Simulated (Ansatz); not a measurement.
# The valence band of GaCo as photoemission sees it

What would valence photoemission of GaCo look like, and what sets its shape?

Calculated with Ansatz 0.2.0; DFT, PBEsol, plane-wave PAW, default files, scalar-relativistic, in the first sound run; inputs show where later runs differ.

## 1. Starting point

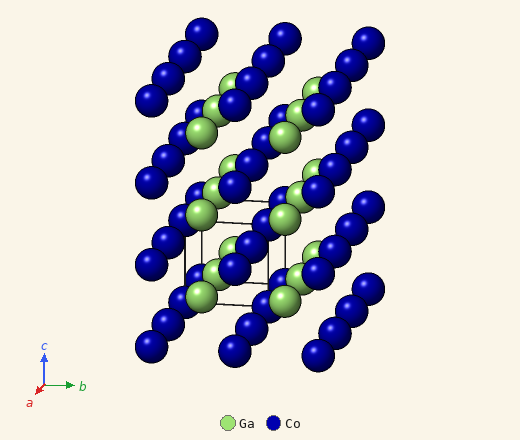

The cell as given, slightly off an axis (gallium green, cobalt blue). 3×2×3 cells are drawn. Some periodic images of atoms are drawn too.

## 2. Self-consistent run, DOS and bands

First the ground state, then the DOS by atom and shell, which the cross sections turn into spectra. The DOS is taken on a denser mesh than the density.

File input.yaml:

```yaml
crystal:
  lattice:
    - [2.878, 0.0, 0.0]
    - [0.0, 2.878, 0.0]
    - [0.0, 0.0, 2.878]
  atoms:
    - { symbol: Ga, position: [0.5, 0.5, 0.5] }
    - { symbol: Co, position: [0.0, 0.0, 0.0], spin: 2.0 }
magnetization:
  spin_polarized: true
kpoints:
  mp_grid: { grid: [14, 14, 14] }
  band_path:
    path:
      - [[0.0, 0.0, 0.0], [0.0, 0.5, 0.0], [0.5, 0.5, 0.0], [0.0, 0.0, 0.0], [0.5, 0.5, 0.5], [0.0, 0.5, 0.0]]
      - [[0.5, 0.5, 0.5], [0.5, 0.5, 0.0]]
    npoints: 15
scf:
  occupations: { method: fermi_dirac, width: 0.05 }
  n_extra_bands: 8
hamiltonian:
  xc: pbesol
  pseudopotentials: { kind: paw }
output:
  forces: true
  stress: true
  dos:
    projected: true
    de: 0.05
    e_range: [-30, 12]
    nscf_kmesh: { grid: [22, 22, 22] }
  fatbands: true
```

The run is started by

```bash
$ ansatz run input.yaml --threads 2 --pin off --max-ram 4096MiB --backend cpu --events-out ev --progress --plain --runs-dir out
```

Numbers of over 12 decimals in the logs are rounded to 6 here.

What it wrote:

```text
scf.n_extra_bands = 8 over 15 filled bands (N_el = 30.0): the run solves 23 bands
Engine: ansatz 0.2.0, aarch64-unknown-linux-gnu
Pseudopotentials: kind: paw
Pseudopotential: Ga, paw, valence charge 13, recommended cutoff 420 eV (normal), Ga.paw.azcp
Pseudopotential: Co, paw, valence charge 17, recommended cutoff 420 eV (normal), Co.paw.azcp
Functional definition: PBEsol
  exchange = pbesol_x
  correlation = pbesol_c
Crystal: 2 atoms, lattice volume = 23.838 Å³
Basis set: ecut = 420 eV, 461 PW (Γ), exchange–correlation on 40×40×40 points (8 copies of the dense FFT grid, shifted against one another)
Bands: 23, of which v1, the nominal top of the filled ones, is band 15 counted from 1 (14 counted from 0)
Symmetry: 48 space group operations
Space group: Pm-3m (ITA 221), of the structure as read, at distance tolerance 2.9e-5 Å
Magnetic group: BNS 221.92 (UNI 1594), of the structure as read, at distance tolerance 2.9e-5 Å
k-points: 120 of 2744
Non-local potential: Ga, projectors of the file, l = 0: 2, l = 1: 2, l = 2: 3, l = 3: 1
Non-local potential: Co, projectors of the file, l = 0: 3, l = 1: 2, l = 2: 3, l = 3: 1
PAW form: soft (Blöchl's): semilocal exchange-correlation on the pseudo side does not see the compensation charge
PAW frozen core: Ga, regenerated for the run's functional, and the local potential with it (the file was generated under x = pbe(κ = 0.804, μ = 0.219515), c = pbe(β = 0.066725))
PAW frozen core: Co, regenerated for the run's functional, and the local potential with it (the file was generated under x = pbe(κ = 0.804, μ = 0.219515), c = pbe(β = 0.066725))
PAW one-centre angular grid: Ga, 590 points (default); XC on 64 Gauss nodes
PAW one-centre angular grid: Co, 590 points (default); XC on 64 Gauss nodes
Initial density: superposition of atomic densities (chi_scale 0.1, normalization cell)
Starting moments: Σ|m| = 2 μB on 1 of 2 sites
Initial wavefunctions: pseudopotential atomic-orbital guess
Functional: x = pbesol(κ = 0.804, μ = 0.123457), c = pbesol(β = 0.046)
iter 1 solved again at ethr=2.91e-3 eV; its pass at ethr=3.10e-3 eV (dr2=8.74e-1 eV) is discarded
SCF iter   1: F=—  HF=-8835.880955 eV  |F-HF|=—  |Δ(HF+E_count)|=         —  Δρ=1.74e-1 (↑1.74e-1 ↓1.13e-1)  dr2=8.75e-1  dr2_m=4.33e0  M=0.377 μB ∫|m|=0.510 μB  β_m=0.30  ethr=2.91e-3  ⟨swp⟩=1.0  Hψ=32427  notcnv=0
Mixer restart at iter 1: flushing history
preconditioner: auto → none  [metal: Δε(μ)=0.019 eV  Ē_g=17.746 eV  σ=0.050 eV  W_gap=0.09  n_scr=6 (ndim 8)  ℏωp=35.7 eV  f_vac=0.000  D(μ)=2.05/eV (n_scr^D=26)  sad-step TF]
SCF iter   2: F=—  HF=-8835.683317 eV  |F-HF|=—  |Δ(HF+E_count)|=   1.98e-1  Δρ=1.12e-1 (↑9.78e-2 ↓1.12e-1)  dr2=3.66e-1  dr2_m=2.34e0  M=0.337 μB ∫|m|=0.457 μB  β_m=0.62  ethr=2.91e-3  ⟨swp⟩=2.3  Hψ=7851  notcnv=0
SCF iter   3: F=—  HF=-8838.247594 eV  |F-HF|=—  |Δ(HF+E_count)|=    2.56e0  Δρ=1.48e-1 (↑1.48e-1 ↓6.50e-2)  dr2=6.54e0  dr2_m=4.04e-1  M=0.123 μB ∫|m|=0.212 μB  β_m=0.47  ethr=1.22e-3  ⟨swp⟩=3.6  Hψ=14181  notcnv=0  defer=318
SCF iter   4: F=—  HF=-8836.836333 eV  |F-HF|=—  |Δ(HF+E_count)|=    1.41e0  Δρ=1.07e-2 (↑5.51e-3 ↓1.07e-2)  dr2=4.53e-2  dr2_m=2.34e-3  M=0.145 μB ∫|m|=0.209 μB  β_m=0.44  ethr=1.22e-3  ⟨swp⟩=3.0  Hψ=13787  notcnv=0  defer=438
SCF iter   5: F=—  HF=-8836.837640 eV  |F-HF|=—  |Δ(HF+E_count)|=   1.31e-3  Δρ=7.49e-3 (↑2.79e-3 ↓7.49e-3)  dr2=1.49e-2  dr2_m=1.63e-3  M=0.129 μB ∫|m|=0.182 μB  β_m=0.72  ethr=1.51e-4  ⟨swp⟩=2.0  Hψ=8817  notcnv=0  defer=448
SCF iter   6: F=—  HF=-8836.839614 eV  |F-HF|=—  |Δ(HF+E_count)|=   1.97e-3  Δρ=5.38e-3 (↑5.38e-3 ↓9.52e-4)  dr2=3.71e-3  dr2_m=2.01e-3  M=0.075 μB ∫|m|=0.099 μB  β_m=0.78  ethr=4.95e-5  ⟨swp⟩=2.0  Hψ=10596  notcnv=0  defer=448
SCF iter   7: F=—  HF=-8836.840398 eV  |F-HF|=—  |Δ(HF+E_count)|=   7.84e-4  Δρ=4.10e-3 (↑4.10e-3 ↓4.62e-4)  dr2=2.86e-3  dr2_m=8.89e-4  M=0.063 μB ∫|m|=0.082 μB  β_m=0.89  ethr=1.24e-5  ⟨swp⟩=1.0  Hψ=5978  notcnv=0  defer=448
SCF iter   8: F=—  HF=-8836.840508 eV  |F-HF|=—  |Δ(HF+E_count)|=   1.09e-4  Δρ=1.71e-3 (↑1.71e-3 ↓2.60e-4)  dr2=4.36e-4  dr2_m=1.93e-4  M=0.043 μB ∫|m|=0.055 μB  β_m=0.95  ethr=9.53e-6  ⟨swp⟩=1.5  Hψ=6131  notcnv=0  defer=448
SCF iter   9: F=—  HF=-8836.840537 eV  |F-HF|=—  |Δ(HF+E_count)|=   2.92e-5  Δρ=7.21e-4 (↑5.49e-4 ↓7.21e-4)  dr2=6.63e-6  dr2_m=8.80e-5  M=0.023 μB ∫|m|=0.030 μB  β_m=0.92  ethr=1.45e-6  ⟨swp⟩=1.6  Hψ=6120  notcnv=0  defer=448
SCF iter  10: F=—  HF=-8836.840543 eV  |F-HF|=—  |Δ(HF+E_count)|=   6.36e-6  Δρ=3.30e-4 (↑3.30e-4 ↓2.83e-4)  dr2=5.65e-7  dr2_m=2.05e-5  M=0.012 μB ∫|m|=0.015 μB  β_m=0.96  ethr=2.21e-8  ⟨swp⟩=2.0  Hψ=9453  notcnv=0  defer=448
SCF iter  11: F=—  HF=-8836.840545 eV  |F-HF|=—  |Δ(HF+E_count)|=   1.82e-6  Δρ=1.34e-4 (↑1.34e-4 ↓7.85e-5)  dr2=7.51e-7  dr2_m=2.45e-6  M=-0.004 μB ∫|m|=0.005 μB  β_m=0.96  ethr=1.88e-9  ⟨swp⟩=3.1  Hψ=10329  notcnv=0  defer=448
SCF iter  12: F=—  HF=-8836.840545 eV  |F-HF|=—  |Δ(HF+E_count)|=   3.35e-7  Δρ=2.96e-5 (↑2.96e-5 ↓1.54e-5)  dr2=3.42e-8  dr2_m=1.10e-7  M=-0.001 μB ∫|m|=0.001 μB  β_m=0.88  ethr=1.88e-9  ⟨swp⟩=2.0  Hψ=9357  notcnv=0  defer=448
SCF iter  13: F=—  HF=-8836.840545 eV  |F-HF|=—  |Δ(HF+E_count)|=   1.76e-8  Δρ=4.74e-6 (↑4.74e-6 ↓4.00e-6)  dr2=8.75e-11  dr2_m=4.16e-9  M=-0.000 μB ∫|m|=0.000 μB  β_m=0.94  ethr=1.14e-10  ⟨swp⟩=2.0  Hψ=9137  notcnv=0  defer=448
SCF iter  14: F=—  HF=-8836.840545 eV  |F-HF|=—  |Δ(HF+E_count)|=  4.73e-10  Δρ=2.38e-7 (↑2.38e-7 ↓1.28e-7)  dr2=2.35e-11  dr2_m=1.56e-12  M=0.000 μB ∫|m|=0.000 μB  β_m=0.95  ethr=1.00e-12  ⟨swp⟩=2.4  Hψ=9319  notcnv=0  defer=448
SCF iter  15: F=-8836.840545 eV  HF=-8836.840545 eV  |F-HF|=1.64e-11  |Δ(HF+E_count)|=  1.82e-12  Δρ=1.12e-7 (↑1.11e-7 ↓1.12e-7)  dr2=9.15e-12  dr2_m=1.79e-14  M=0.000 μB ∫|m|=0.000 μB  ethr=1.00e-12  ⟨swp⟩=6.0  Hψ=19877  notcnv=0
SCF 1 converged in 15 iterations: F = -8836.840545 eV  dr2 = 9.15e-12
  greatest PAW one-centre occupation: 1.001 electrons in one spin orbital (limit 2), on the Co atom at site 1 (counted from 0), in its partial waves of l = 1
WARN: the starting moments were not kept: the SCF closed with an absolute magnetisation of 1.8e-6 μB, where they sum to 2 μB in size (1 site). That is at most 0.1 of that sum. Measured as dr2_m measures the in/out step, that magnetisation stands 7.7e-12 eV from none, at or under the dr2_threshold of 1.0e-7 eV: it is no larger than a step whose dr2_m would equal this threshold. The system may hold no moment; this SCF  [...]
NSCF: frozen V_eff on 92 k-points
NSCF: frozen V_eff on 364 k-points
SCF converged after 15 iterations
Magnetization: 0.0000 μB (15.0000 up, 15.0000 down)
Absolute magnetization: 0.0000 μB (∫|ρ↑−ρ↓|, with the PAW one-centre terms)
Spin contamination: 0.0000 ħ² per cell (⟨S²⟩ above its minimum at these occupations)
Per-site moments (μB) at R_I (Å): [(-4.444129012124671e-8, 1.028124), (1.6997759796427303e-6, 1.028124)]
Free energy (F): -8836.840545 eV
Harris-Foulkes:  -8836.840545 eV  (|F-HF|=1.64e-11)
Internal energy: -8836.829255 eV  (E = F + TS)
E sigma→0 (E₀):  -8836.834900 eV
Entropy (-TS):   -0.011290 eV (-5.645 meV/atom)
Fermi energy:    16.745492 eV
--- Per-component energies (eV) ---
  E_band       = -219.608520
  E_kinetic    = 573.562580
  E_local      = -4484.569486  (includes V_loc(G=0)·N_el)
  E_nonlocal   = 887.352214
  E_hartree    = 1986.987324
  E_xc         = -227.226593
  E_vxc        = -263.971584  (∫ρ·V_xc dr)
  E_paw        = -3436.370229  (= ΣΔE_a)
  E_vpaw       = -905.956900  (= ΣTr[D̂ρ^β])
  E_aug_tail   = -0.000055  (compensation charges beyond the density's cutoff)
  E_ewald      = -4137.616408
  E_core_change = 1.051397  (= ΣΔE_core)
  E_smearing   = -0.011290  (= −TS)
  E_closure    = 0.000000  (closes the sum)
  Σ components = -8836.840545   (vs F -8836.840545, Δ=0.00e0)
--- Forces (eV/Å), atoms counted from 1 ---
  atom   1  Ga     0.00000000    -0.00000000     0.00000000
  atom   2  Co    -0.00000000     0.00000000    -0.00000000
  max |Σ_I F_I| component: 1.84e-30 eV/Å
--- Stress (GPa, compression-positive) ---
       -7.279305       0.000000       0.000000
       -0.000000      -7.279305       0.000000
       -0.000000       0.000000      -7.279305
  P = ⅓ Tr σ = -7.2793 GPa (-72.793 kbar)
--- Band table (eV; the first three rows and the last of 240) ---
  k-point 0 ↑: bands = [... 11 lower, 14.1668, 16.0234, 16.0234, 16.0234, 21.8807, 21.8807, 21.8807, 27.7326, ... 4 higher]
  k-point 1 ↑: bands = [... 11 lower, 14.1775, 15.9566, 15.9566, 16.0237, 21.1398, 22.0531, 22.0531, 27.7492, ... 4 higher]
  k-point 2 ↑: bands = [... 11 lower, 14.2077, 15.7824, 15.7824, 16.0245, 19.6730, 22.5447, 22.5447, 27.7990, ... 4 higher]
  k-point 119 ↓: bands = [... 11 lower, 12.6292, 16.5291, 16.5291, 17.3561, 20.5341, 20.5341, 20.5341, 21.5392, ... 4 higher]
```

It took 12 s on 2 threads of Arm Neoverse V2, shared host; peak memory 0.41 GiB.

Numbers from this step:

```
free energy                                    : -8836.8405 eV
energy at zero smearing                        : -8836.8349 eV
smearing term TS                               : 0.01129 eV
Fermi energy                                   : 16.75 eV
symmetry operations                            : 48
pressure                                       : -7.279 GPa
zero of energy                                 : Fermi level
share of occupied states in no projected shell : 0.0057 of the occupied states in the window
DOS at the Fermi level                         : 0.9867 states/eV/cell
```

Electronic bands along the path, in eV, zero at the Fermi level; # counts the bands kept:

```
    point  up #4  up #5  up #6  up #7  down #4  down #5  down #6  down #7
        Γ  -0.72  -0.72  -0.72   5.14    -0.72    -0.72    -0.72     5.14
        X  -1.75  -1.75  -0.71   0.10    -1.75    -1.75    -0.71     0.10
        M  -2.50  -1.21  -1.21  -0.25    -2.50    -1.21    -1.21    -0.25
        Γ  -0.72  -0.72  -0.72   5.14    -0.72    -0.72    -0.72     5.14
        R  -0.21  -0.21   0.62   3.79    -0.21    -0.21     0.62     3.79
        X  -1.75  -1.75  -0.71   0.10    -1.75    -1.75    -0.71     0.10
jump to R  -0.21  -0.21   0.62   3.79    -0.21    -0.21     0.62     3.79
        M  -2.50  -1.21  -1.21  -0.25    -2.50    -1.21    -1.21    -0.25
```

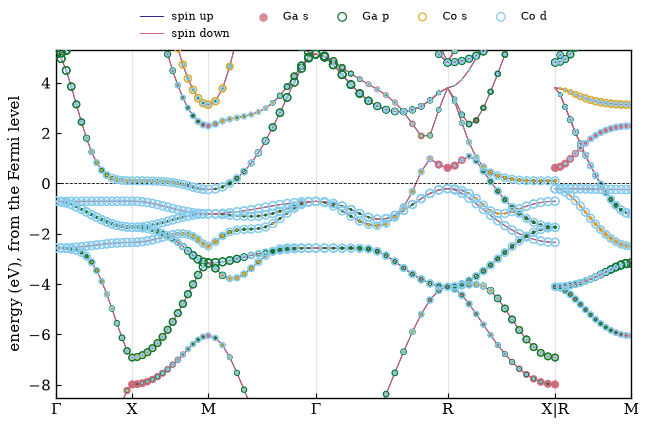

Electronic bands along the path; the two colours are the two spins; dots are coloured as in the legend, and their area grows with the weight.

The DOS has structure finer than the step of the table below, so its rows give means over 2 eV, whole bins alone (the curve runs from -16.6 to 11.9 eV). Peaks (eV: height): total -14.9: 36.1, -1.1: 6.38; Co 3d -2.6: 2.58, -1.1: 6.07, 0.1: 2.45; Ga 4p -3.8: 0.737, -3.1: 0.576, 0.1: 0.351, 5.4: 0.418; Ga 4s -14.9: 0.0389, -8.0: 0.265, 1.0: 0.120, 2.6: 0.317; Co 4s 0.1: 0.0843, 3.8: 0.152, 7.8: 0.133, 11.7: 0.117.

* holds the states left over by the projection beside any projected weight of its own. Table of DOS by E, zero at the Fermi level; means over each step; values in states/eV/cell:

```
E (eV)   total    Co 3d    Ga 4p    Ga 4s    Co 4s   Co 4p*    Ga 3d
   -14    4.04  0.00919  0.00789  0.00423  0.00405   4.2e-4     4.01
   -12  0.0600   7.3e-5   0.0107   0.0264   0.0224   2.8e-4   9.3e-5
   -10   0.237  0.00344   0.0785    0.101   0.0500  0.00203  0.00151
    -8   0.411   0.0327    0.131    0.208   0.0309  0.00497  0.00419
    -6   0.432    0.105    0.159    0.135   0.0262  0.00373  0.00310
    -4   0.993    0.449    0.429   0.0546   0.0430   0.0120  0.00542
    -2    2.97     2.63    0.253  0.00917   0.0280   0.0399   0.0110
     0    1.54     1.27    0.175   0.0311   0.0271   0.0267  0.00424
     2   0.601    0.209    0.183    0.144   0.0288   0.0343  0.00129
     4   0.767    0.129    0.268    0.153    0.129   0.0853  0.00213
     6   0.758   0.0714    0.407   0.0611    0.108    0.109  0.00148
     8   0.716   0.0373    0.355   0.0239    0.126    0.174   9.3e-4
    10   0.643   0.0170    0.251  0.00919   0.0983    0.266   4.2e-4
```

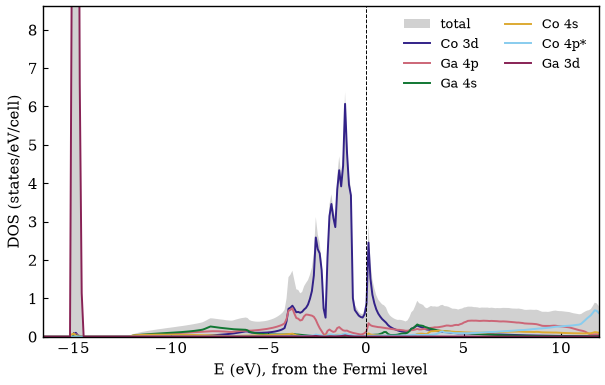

DOS, plotted against E. The peaks of deep states run off the scale.

Simulated valence spectra by photon energy, shown to 13 eV, since a deeper line would dwarf them at some energies; the 100 % can be that line's tail at the edge; this run's widths, added to any smearing of the DOS itself: Gaussian 0.6 eV, Lorentzian 0.2 eV plus 0.08 an eV of depth. Table of intensity by binding energy, zero at the Fermi level; values in % of the maximum within 13 eV:

```
binding energy (eV)  21.2 eV  100 eV  1253.6 eV  1486.7 eV  8047.8 eV
                  0     14.7    14.4       15.2       15.3       14.7
                  2     61.3    60.1       61.4       61.7       53.6
                  4     20.5    14.9       21.4       23.0       66.8
                  6     6.13    4.72       10.9       12.4       74.9
                  8     3.31    2.99       11.1       13.1       97.7
                 10     1.60    3.17       11.0       12.2       59.3
                 12        -    7.45       20.9       21.6       32.5
```

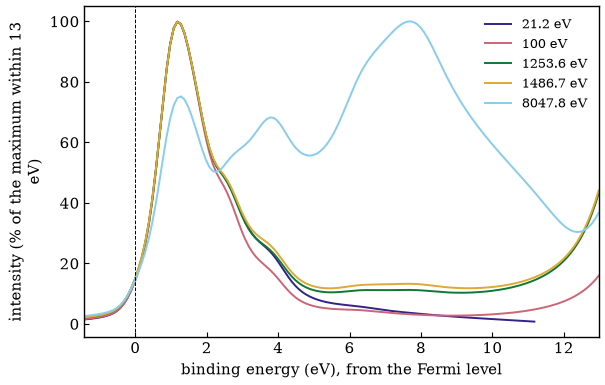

Intensity, plotted against binding energy.

Maxima picked by a test of local sharpness, so broad peaks and shoulders can be missing; peaks within 0.45 eV of a curve's cut are left out. Valence peaks, by row:

```
photon energy (eV)  binding energy (eV)  height (% of the maximum within 13 eV)  main shell  its share (%)
              21.2                  1.2                                     100       Co 3d          97.04
               100                 14.9                                   113.6       Ga 3d          99.66
               100                  1.2                                     100       Co 3d          99.17
              1254                 14.9                                   307.5       Ga 3d          99.75
              1254                  1.2                                     100       Co 3d           95.5
              1487                 14.9                                   313.4       Ga 3d          99.72
              1487                  1.2                                     100       Co 3d          94.79
              8048                 14.9                                   218.5       Ga 3d           97.2
              8048                  7.7                                     100       Ga 4s          84.23
              8048                  3.8                                    68.3       Ga 4s          37.78
              8048                 1.25                                   75.27       Co 3d          67.87
```

Shapes are the site's partial DOS without matrix elements, which overweights lines from ligand s bands. Table of intensity by emission energy less the core level's binding energy, zero at the Fermi level; read off at these points; values in % of the unpolarised maximum:

```
emission energy less the core level's binding energy (eV)  Ga K-beta valence  Ga L3-N1  Co L-alpha
                                                    -16.0               3.37      3.32       0.242
                                                    -15.0               4.50      5.22       0.428
                                                    -14.0               5.33      6.22       0.319
                                                    -13.0               6.84      9.52       0.270
                                                    -12.0               10.3      19.9       0.304
                                                    -11.0               16.3      36.4       0.394
                                                    -10.0               23.7      53.4       0.574
                                                     -9.0               31.2      73.9       0.931
                                                     -8.0               38.0      96.8        1.66
                                                     -7.6               40.4     100.0        2.11
                                                     -7.0               44.4      95.4        2.96
                                                     -6.0               54.1      72.1        4.46
                                                     -5.0               71.3      45.5        6.50
                                                     -4.0               95.0      34.8        16.3
                                                     -3.5              100.0      29.6        23.0
                                                     -3.0               95.6      21.8        33.2
                                                     -2.0               68.3      10.0        64.8
                                                     -1.2               49.8      7.78        99.7
                                                     -1.0               45.7      7.04        94.0
                                                      0.0               25.9      4.13        18.8
                                                      1.0               13.3      2.36        3.90
```

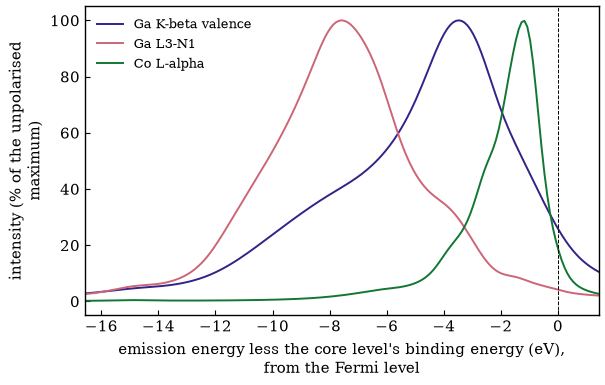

Intensity against emission energy less the core level's binding energy.

Sums over each group's atoms; left-over states aren't shared out by site. Site centres, by row:

```
group  element  shell  occupied states  centre of occupied part (eV)  centre up to the window's top (eV)
  Ga1       Ga     4s            1.081                         -7.59                               -2.57
  Ga1       Ga     4p            2.234                        -4.714                               1.643
  Ga1       Ga     3d            9.983                        -14.82                              -14.79
  Co2       Co     4s           0.4326                        -7.011                                2.93
  Co2       Co     3d            8.082                        -1.958                              -1.185
```

Window up to 11.9 eV. Shell moments, by row:

```
element  shell  occupied states an atom  centre of occupied part (eV)  rms width of occupied part (eV)  centre up to the window's top (eV)  rms width up to the window's top (eV)
     Ga     4s                    1.081                         -7.59                             2.23                               -2.57                                  6.072
     Ga     4p                    2.234                        -4.714                              2.7                               1.643                                  5.993
     Ga     3d                    9.983                        -14.82                           0.8578                              -14.79                                  1.145
     Co     4s                   0.4326                        -7.011                             3.74                                2.93                                  6.964
     Co    4p*                   0.1548                        -2.862                            2.543                               7.868                                  4.181
     Co     3d                    8.082                        -1.958                            1.464                              -1.185                                   2.34
```

(Part 1 of 4 ends here.)

[Logs are printed without paths, hosts, clocks, repeated set-up lines and the standing remarks that a program may print on its own settings, such as how far it seeks lower states.]

[Hosts, paths, dates, database ids (printed as entryN), source tags and the programs' standing remarks are cut or masked in the printed files.]

[Maps of the electrostatic potential energy from Ansatz leave out the sawtooth potential of an applied field or a dipole correction, so their vacuum need not be flat; work functions include it.]

[Peak lists hold at most the 14 tallest peaks of each spectrum; further lines can be left out.]
